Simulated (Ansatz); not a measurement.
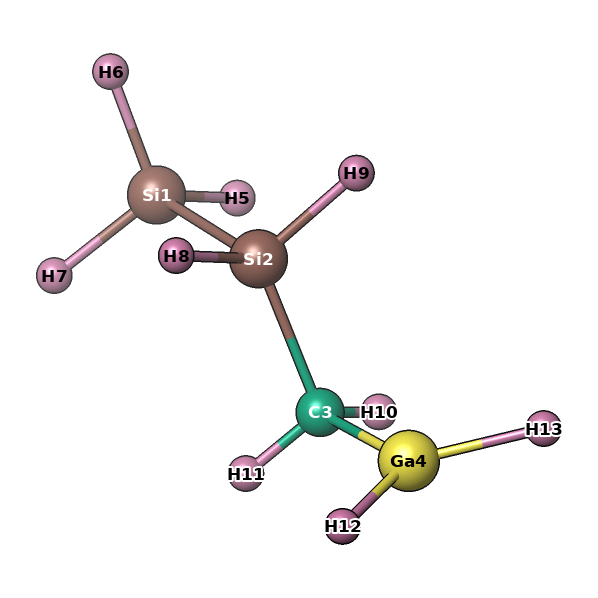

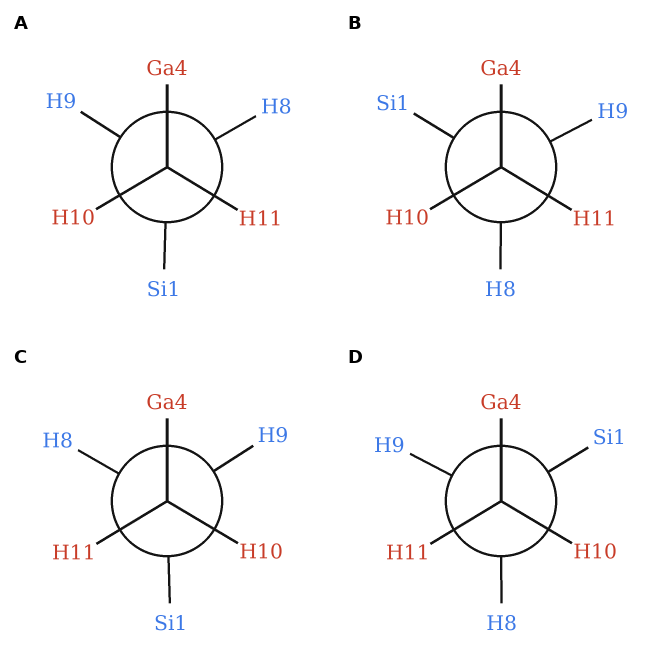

Depth is shown by fading: the farther an atom, the more it takes the colour of the background. Bonds that would overlap in a projection are set slightly apart. Computed geometry: PBE-D4/def2-SVP optimisation. No frequency run is at hand to confirm it as a minimum.

> Which Newman projection shows the view along C3–Si2, with C3 in front?

C. The torsion angle Ga4–C3–Si2–Si1 is 178°, antiperiplanar (anti).
